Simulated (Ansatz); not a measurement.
# CHF2 (difluoromethyl radical): levels of theory compared

Wanted: a comparison of 6 runs (U-wB97M-V/STO-3G, U-wB97X/STO-3G, UB2PLYP/STO-3G, UHSE06/STO-3G, UBCCD(T)/STO-3G, UCCSDT(Q)/STO-3G) of CHF2 (difluoromethyl radical). 

The calculation is run with Ansatz 0.2.0.

57 further runs of the same task are left out: 10 that didn't finish, 47 set aside as unsound or not needed.

## Step 1: The molecule

The species is CHF2 (4 atoms), meant as a doublet with charge 0. SMILES: `F[CH]F`. The F3–C2 distance was set to 2.641 Å, away from the relaxed value. At this shape a bond of the SMILES string is far longer than usual.

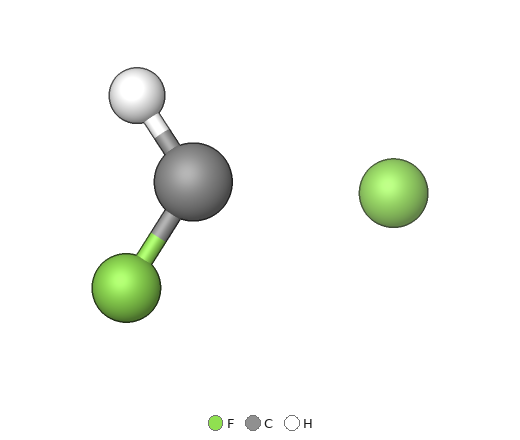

The structure, seen from a chosen angle (fluorine green, carbon grey, hydrogen white).

## Step 2: The energy at U-wB97M-V/STO-3G (run 1)

The input, run.yaml:

```yaml
crystal:
  periodic: [false, false, false]
  atoms:
    - {symbol: F, position_ang: [-1.602704, 1.494813, 0.132303]}
    - {symbol: C, position_ang: [-0.355904, 1.293613, 0.518403]}
    - {symbol: F, position_ang: [0.433100, -1.166800, -0.029600]}
    - {symbol: H, position_ang: [0.341996, 2.068913, 0.200903]}
basis:
  gaussian:
    orbitals: STO-3G
total_charge: 0
magnetization:
  spin_polarized: true
  initial_magnetization: 1
hamiltonian:
  xc: {name: wB97M-V}
accuracy: high
```

Run with:

```
$ ansatz run run.yaml --threads 1 --pin off --max-ram 2610MiB --events-out events.jsonl --progress --plain --runs-dir runs
```

The program printed:

```text
Warning: RAYON_NUM_THREADS=1 ignored (pool sized by the plan → 1); use --threads N
Functional definition: wB97M-V
  name "wB97M-V"
  parameter omega = 0.3/bohr
  parameter cx = 0.15
  parameter cx01 = 1.007
  parameter cx10 = 0.259
  parameter css00 = 0.443
  parameter css04 = -1.437
  parameter css10 = -4.535
  parameter css20 = -3.390
  parameter css43 = 4.278
  parameter cos00 = 1.000
  parameter cos10 = 1.358
  parameter cos20 = 2.924
  parameter cos21 = -8.812
  parameter cos60 = -1.390
  parameter cos61 = 9.142
  parameter b = 6.0
  parameter c = 0.01
  gx(w, u) = 1 - cx + cx01*u + cx10*w
  gss(w, u) = css00 + css04*u^4 + css10*w + css20*w^2 + css43*w^4*u^3
  gos(w, u) = cos00 + cos10*w + (cos20 + cos21*u)*w^2 + (cos60 + cos61*u)*w^6
  exchange = spin_sum(e_x_unif_sr(omega)*gx(b97_w, b97_u_x)) + cx*exact_x_sr(omega) + exact_x_lr(omega)
  correlation = spin_sum(e_c_pw_mod_same_spin*gss(b97_w, b97_u_same))
      + integral(e_c_pw_mod_opposite_spin*gos(b97_w_opposite, b97_u_opposite)) + vv10(b, c)
253 factors; integrals over basis functions are off by at most 3.3e-8 eV
127 factors; integrals over basis functions are off by at most 5.2e-10 eV
mean field evaluation 1: about -6375.7701 eV, gradient 1.3e1 eV
mean field evaluation 2: about -5992.4990 eV, gradient 4.5e1 eV
mean field evaluation 4: about -6376.9470 eV, gradient 1.2e1 eV
mean field evaluation 8: about -6376.9169 eV, gradient 1.2e1 eV
mean field evaluation 16: about -6388.0430 eV, gradient 4.5e-2 eV
mean field evaluation 32: about -6388.0299 eV, gradient 1.8e-1 eV
mean field -6388.04312136 eV, -234.7562547389 hartree, gradient 3.1e-8 eV, S^2 1.014145; 7 other end points of the search recorded, 0 dependent functions left out
reference -6388.04312279 eV, -234.7562547913 hartree; 13, 12 occupied and 3, 4 virtual orbitals, 253 factors
Total energy: -6388.04312279 eV, -234.7562547913 hartree
```

It took 52 s on 1 thread of Arm Neoverse V1, shared host; peak memory 0.4 GiB.

## Step 3: The energy at U-wB97X/STO-3G (run 2)

The input, molecule.yaml:

```yaml
crystal:
  periodic: [false, false, false]
  atoms:
    - {symbol: F, position_ang: [-1.602704, 1.494813, 0.132303]}
    - {symbol: C, position_ang: [-0.355904, 1.293613, 0.518403]}
    - {symbol: F, position_ang: [0.433100, -1.166800, -0.029600]}
    - {symbol: H, position_ang: [0.341996, 2.068913, 0.200903]}
basis:
  gaussian: {orbitals: STO-3G}
total_charge: 0
magnetization: {spin_polarized: true, initial_magnetization: 1}
hamiltonian: {xc: {name: wB97X}}
accuracy: high
```

Run with:

```
$ ansatz run molecule.yaml --threads 1 --pin off --max-ram 2610MiB --events-out events.jsonl --progress --plain --runs-dir runs
```

The program printed, shortened:

```text
Warning: RAYON_NUM_THREADS=1 ignored (pool sized by the plan → 1); use --threads N
Functional definition: wB97X
  name "wB97X"
[...]
      + exact_x_lr(omega)
[...]
      + integral(e_c_pw_opposite_spin*poly(b97_u_opposite, 1, cos1, cos2, cos3, cos4))
253 factors; integrals over basis functions are off by at most 3.3e-8 eV
127 factors; integrals over basis functions are off by at most 5.2e-10 eV
[...]
mean field -6387.34913295 eV, -234.7307511351 hartree, gradient 9.6e-8 eV, S^2 1.199614; 5 other end points of the search recorded, 0 dependent functions left out
reference -6387.34913202 eV, -234.7307511008 hartree; 13, 12 occupied and 3, 4 virtual orbitals, 253 factors
Total energy: -6387.34913202 eV, -234.7307511008 hartree
```

Wall time 20 s (1 thread of Arm Neoverse V1, shared host); peak memory 0.33 GiB.

Runs 3 to 5 aren't shown in full; the table further down has their settings and results.

## Step 4: The energy at UCCSDT(Q)/STO-3G (run 6)

The input, in.yaml:

```yaml
crystal:
  periodic: [false, false, false]
  atoms:
    - {symbol: F, position_ang: [-1.602704, 1.494813, 0.132303]}
    - {symbol: C, position_ang: [-0.355904, 1.293613, 0.518403]}
    - {symbol: F, position_ang: [0.433100, -1.166800, -0.029600]}
    - {symbol: H, position_ang: [0.341996, 2.068913, 0.200903]}
basis:
  gaussian:
    orbitals: STO-3G
accuracy: high
correlation:
  method: ccsdt_q
  frozen_orbitals: {C: 1, F: 1, H: 0}
scf:
  omitted_lower_state_checks: [cluster_reference, increment]
magnetization:
  spin_polarized: true
  initial_magnetization: 1
```

Run with:

```
$ ansatz run in.yaml --threads 1 --pin off --max-ram 2610MiB --events-out events.jsonl --progress --plain --runs-dir runs
```

The program printed:

```text
Warning: RAYON_NUM_THREADS=1 ignored (pool sized by the plan → 1); use --threads N
[... 16 lines left out ...]
3 core orbitals not correlated: weight in the atoms' cores, before any rotation towards them, 1.000 or more for the frozen orbitals, at most 0.000 for the correlated occupied ones
[... 207 lines left out ...]
WARN: these amplitudes may be one of several solutions (largest doubles amplitude 0.58, level shift 0.00 eV)
Total energy: -6366.19058464 eV, -233.9531888266 hartree
Checks for a lower state left out: cluster_reference, increment
```

Wall time 4.2 s (1 thread of Arm Neoverse V1, shared host); peak memory 0.1 GiB.

## Step 5: The series

| run | level | frozen core orbitals | energy (Eh) | ⟨S²⟩ | wall time |
| --- | --- | --- | --- | --- | --- |
| 1 | U-wB97M-V/STO-3G | – | -234.756255 | 1.014 | 52 s |
| 2 | U-wB97X/STO-3G | – | -234.730751 | 1.200 | 20 s |
| 3 | UB2PLYP/STO-3G | 3 | -234.490842 | 1.302 | 7.8 s |
| 4 | UHSE06/STO-3G | – | -234.546564 | 1.266 | 4.5 s |
| 5 | UBCCD(T)/STO-3G | 3 | -233.949373 | 1.746 | 1.1 s |
| 6 | UCCSDT(Q)/STO-3G | 3 | -233.953189 | 1.746 | 4.2 s |

## Step 6: Results

| quantity | value |
| --- | --- |
| run 6: total energy | -233.95319 Eh |
| run 6: correlation energy (3 core orbitals frozen) | -67.7 mEh |
| run 6: ⟨S²⟩ of the reference determinant | 1.746 |
| run 6: T1 diagnostic | 0.026 |

What this shows: Totals of different functionals can't be ranked against each other. In runs 1, 2, 3, 4, 5, 6 the basis is minimal, so the values are rough. Spin contamination of the reference: run 5 ⟨S²⟩ = 1.75, run 6 ⟨S²⟩ = 1.75, run 3 ⟨S²⟩ = 1.30, run 4 ⟨S²⟩ = 1.27, run 2 ⟨S²⟩ = 1.20, run 1 ⟨S²⟩ = 1.01. Where it is this large, the reference is a mixture of spin states, and values that rest on it are in doubt. All runs together took 90 s, the longest 52 s.
